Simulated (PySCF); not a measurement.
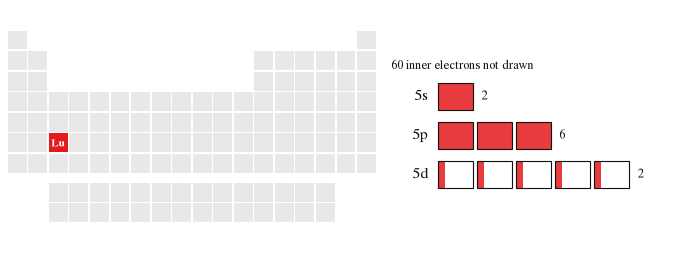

**Figure 1.** Left, the place of lutetium in the periodic table; right, the outer shells of the nominal configuration: a box for each of the 2l + 1 orbitals, shaded by the share of the shell that is filled, with the electron count at the right.

**Run report: Lu⁺, atomic calculation**

Lu⁺, configuration 1s2 2s2 2p6 3s2 3p6 3d10 4s2 4p6 4d10 4f14 5s2 5p6 5d2, multiplicity 3. Computed at this level: unrestricted r2SCAN, x2c-TZVPPall, spin-free X2C-1e, Gaussian nucleus (PySCF).

Input:
```python
from pyscf import gto, scf, dft, mp, cc
import basis_set_exchange as bse
mol = gto.M(atom="Lu 0 0 0", charge=1, spin=2, symmetry="D2h",
            basis=gto.basis.parse(bse.get_basis("x2c-TZVPPall", elements=["Lu"], fmt="nwchem")),
            nucmod="G")
mf = dft.UKS(mol, xc="R2SCAN").sfx2c1e()
mf.irrep_nelec = {'Ag': (10, 9), 'B1g': (3, 2), 'B2g': (2, 2), 'B3g': (2, 2), 'Au': (1, 1), 'B1u': (6, 6), 'B2u': (6, 6), 'B3u': (6, 6)}
mf.kernel()
```

The script is an equivalent of what the driver set up; the driver started from orbitals of its own, so the log can be shorter than this script's would be, and it computed the properties (radii, ⟨L²⟩, response) afterwards. It held the occupations shell by shell, which the script's counts by irreducible representation don't always enforce.

Hardware: 1 CPU thread, shared host.

Output (extracts):
```
damping factor = 0
level_shift factor = 0
DIIS = <class 'pyscf.scf.diis.CDIIS'>
diis_start_cycle = 1
diis_space = 10
diis_damp = 0
SCF conv_tol = 1e-09
SCF conv_tol_grad = None
number electrons alpha = 36  beta = 34
XC functionals = R2SCAN
    J. W. Furness, A. D. Kaplan, J. Ning, J. P. Perdew, and J. Sun.,  J. Phys. Chem. Lett. 11, 8208-8215 (2020)
    J. W. Furness, A. D. Kaplan, J. Ning, J. P. Perdew, and J. Sun.,  J. Phys. Chem. Lett. 11, 9248-9248 (2020)
    J. W. Furness, A. D. Kaplan, J. Ning, J. P. Perdew, and J. Sun.,  J. Phys. Chem. Lett. 11, 8208-8215 (2020)
    J. W. Furness, A. D. Kaplan, J. Ning, J. P. Perdew, and J. Sun.,  J. Phys. Chem. Lett. 11, 9248-9248 (2020)
cycle= 1 E= -14563.2196842105  delta_E= -0.0162  |g|= 0.422  |ddm|= 0.342
cycle= 2 E= -14563.186439943  delta_E= 0.0332  |g|= 0.644  |ddm|= 0.452
cycle= 3 E= -14563.2412813493  delta_E= -0.0548  |g|= 0.0106  |ddm|= 0.294
cycle= 4 E= -14563.2413085254  delta_E= -2.72e-05  |g|= 0.00371  |ddm|= 0.011
cycle= 5 E= -14563.2413115455  delta_E= -3.02e-06  |g|= 0.000354  |ddm|= 0.00262
cycle= 6 E= -14563.241311565  delta_E= -1.94e-08  |g|= 7.92e-06  |ddm|= 0.000187
cycle= 7 E= -14563.241311565  delta_E= -9.09e-12  |g|= 2.41e-07  |ddm|= 1.32e-05
converged SCF energy = -14563.241311565  <S^2> = 2.0028172  2S+1 = 3.0018776
```

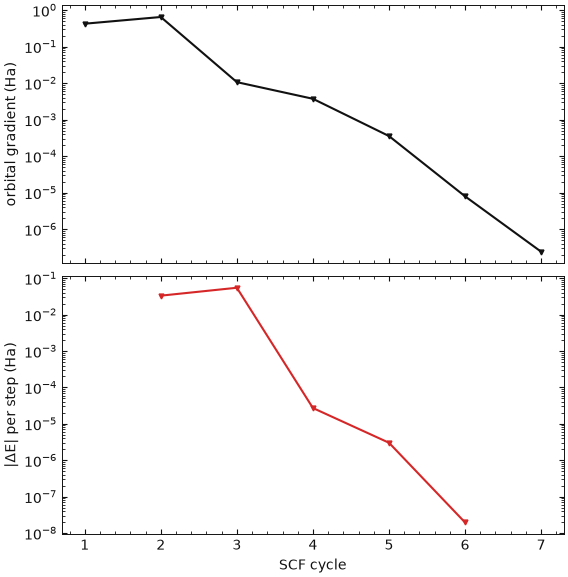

**Figure 2.** Convergence: orbital gradient and change of the energy from step to step (the smallest changes aren't drawn) against the SCF cycle. The residual falls almost steadily, with no more than small rises or pauses. It goes from 0.42 to 2.4×10⁻⁷ in 7 steps.

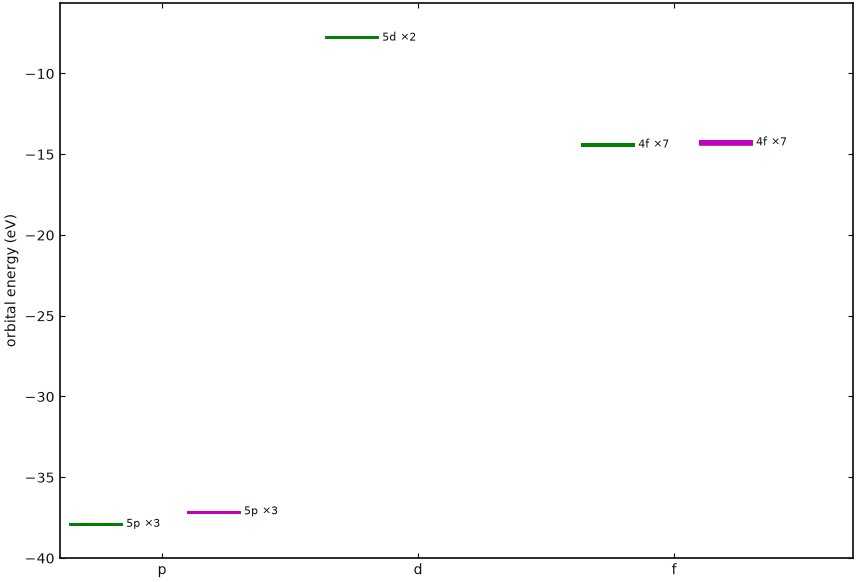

**Figure 3.** Orbital energies of the mean field, from the top down to −37.9 eV, by angular momentum, α spin at the left of each column and β at the right; ×n counts the orbitals under one label. Empty levels that the record names by l alone aren't drawn. The highest filled orbital is 5d α at −7.78 eV, the lowest empty one s α at −9.64 eV.

Key numbers:

```
      quantity                   value
       outcome               converged
  total energy     −14563.2413 hartree
          ⟨S²⟩                   2.003
          ⟨L²⟩                   12.02
SCF iterations                       7
      CPU time  11 s (integrals apart)
```

Remarks:

The driver held the occupations shell by shell, and empty s levels lie below the filled 5d. The script shown fixes the counts by irreducible representation only, so by itself it can fall to another configuration. This is not the ground configuration of the species.
